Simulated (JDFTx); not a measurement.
Ta(100) slab cut from bulk Ta (space group Im-3m, indices of the conventional cell, lattice of the Materials Project entry mp-50, not re-optimised): 6 atoms in 6 planes, a 1x1 cell of 10.96 Å² (|a| = 3.310, |b| = 3.310 Å), 8.0 Å between the outermost planes, cell height 24.3 Å, 6×6×1 k mesh, Fermi smearing 0.01 Ha, no spin polarisation.

Method: PBE, GBRV ultrasoft potentials, plane waves to 20/100 Ha, in JDFTx (a modified build). Liquid on both sides: CANDLE, water, 1 M KF; nuclei fixed. SHE scale: U = −μ/e − 4.44 V, by convention.

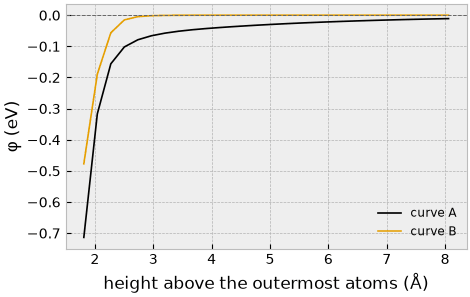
*Plane-averaged electrostatic potential energy of an electron for two states of the electrode*

### Question
One curve is the neutral slab. Which, and what is the sign of the other's charge?

### Answer
Curve B is neutral (potential of zero charge, -1.12 V). Curve A is positively charged, 13.2 μC/cm² at -0.80 V.
